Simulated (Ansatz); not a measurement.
# Correcting a cheap level on molecular compounds of Sn

The vertical ionisation energy (cation less neutral) in eV of 8 molecular compounds of Sn: x at wB97X-V/def2-TZVPP, y at CCSD(T)/def2-TZVPP. Shapes, held fixed at every level: PBE0-D4/def2-TZVP. Flexible molecules stand in one conformer, not always the lowest. Programs: Ansatz 0.2.0.

| molecule | x (eV) | y (eV) |
| --- | --- | --- |
| CH6OSSiSn (SMILES C[S][Sn][O][SiH3]) | 8.95 | 8.94 |
| Sn(NH2)Br | 9.53 | ? |
| Sn(SH)Cl | 9.62 | 9.51 |
| SnBr2 (tin(ii) bromide) | 9.82 | 9.70 |
| Sn(OH)Cl | 9.91 | 9.86 |
| SnCl2 (SMILES [Cl][Sn][Cl]) | 10.26 | 10.14 |
| Sn(OH)F | 10.27 | 10.28 |
| SnBrF (SMILES [F][Sn][Br]) | 10.31 | 10.24 |

Task: Fit y = c + s·x to the known rows and predict y for Sn(NH2)Br.

Result: 
1. Means of the 7 rows: x = 9.8771, y = 9.810.
2. Σ(Δx)² = 1.4183, Σ(Δx·Δy) = 1.3888, so the slope is 1.3888/1.4183 = 0.9792.
3. Intercept: 9.810 − (0.9792) × 9.8771 = 0.138. The largest residual of the fit is 0.085.
4. Sn(NH2)Br: 0.138 + 0.9792 × 9.53 = 9.47 eV.

CCSD(T)/def2-TZVPP gives 9.64 eV, so the prediction is off by -0.17 eV, more than the largest residual. Uncorrected, wB97X-V/def2-TZVPP misses it by -0.11 eV, and the other rows by 0.07 on average. The line makes this one worse. Left out in turn, the other rows are missed by 0.07 eV on average, hardly better than no correction. Cations run unrestricted. For atoms past krypton def2 sets carry core potentials with scalar relativity. Relativity is left out for Br. Outer-core shells of Br, Sn are correlated, in sets that cover them unevenly.

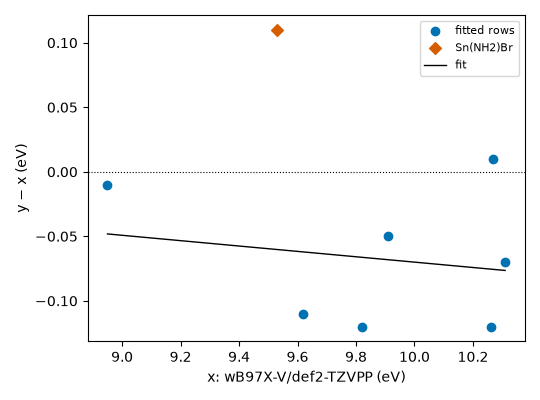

The correction y − x against x, with the fitted line and the withheld molecule.
